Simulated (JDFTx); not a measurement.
Rh(100) slab cut from bulk Rh (space group Fm-3m, indices of the conventional cell, lattice of the Materials Project entry mp-74, not re-optimised): 4 atoms in 4 planes, a 1x1 cell of 7.24 Å² (|a| = 2.691, |b| = 2.691 Å), 5.7 Å between the outermost planes, cell height 21.7 Å, 8×8×1 k mesh, Fermi smearing 0.01 Ha, no spin polarisation.

Level of theory: PBE, GBRV ultrasoft potentials, plane waves to 20/100 Ha; code: a modified build of JDFTx. Liquid on both sides: linear PCM (GLSSA13), water, 1 M KF; nuclei fixed, outer atoms relaxed in vacuum. Potentials are on the SHE scale by the convention U = −μ/e − 4.44 V; references calibrated for a solvation model differ from this value. The model has bare, unreconstructed faces and no explicit solvent. Convergence in thickness and k mesh wasn't tested for this slab.

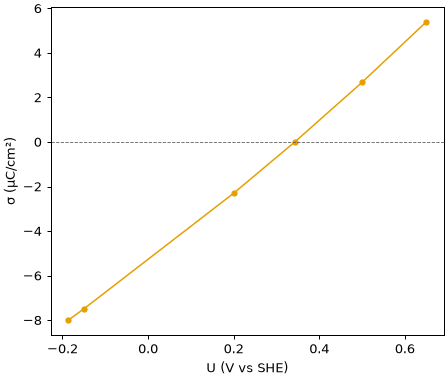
Fig. 1. Surface charge density of Rh(100) against potential

Task: Read off the potential of zero charge and the mean capacitance σ/(U − U_pzc) at the computed points next to it.

Result: U_pzc ≈ 0.34 V. At 0.20 V it is about 16 μF/cm². At 0.50 V it is about 17 μF/cm².
